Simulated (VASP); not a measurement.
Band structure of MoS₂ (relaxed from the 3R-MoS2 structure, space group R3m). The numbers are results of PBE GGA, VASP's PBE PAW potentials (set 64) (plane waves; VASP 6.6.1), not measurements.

Without a dispersion term in the relaxation, distances and binding between the weakly bound layers, chains or molecules are unreliable, and so is what depends on them.

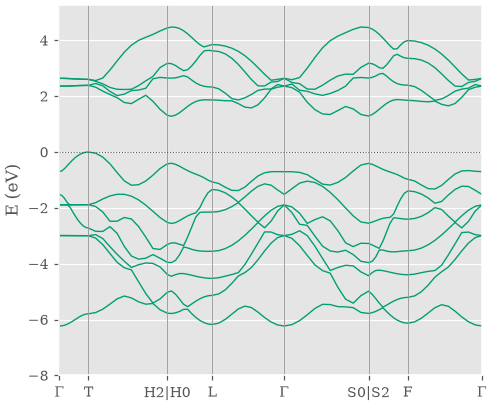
Figure. Bands along high-symmetry lines, zero at the valence-band maximum or, without a gap, the Fermi level

Task: Read the plot: is there a gap, and where are the band edges?

Result: The gap is indirect, 1.28 eV, from the valence maximum at T to the conduction minimum at H0-L at 0.09. (Edges off the drawn lines would not show.)

The structure was generated: MoS2 was put into the 3R-MoS2 type (R3m), which need not be its known phase. It was relaxed first, which changed the volume by +12 %.
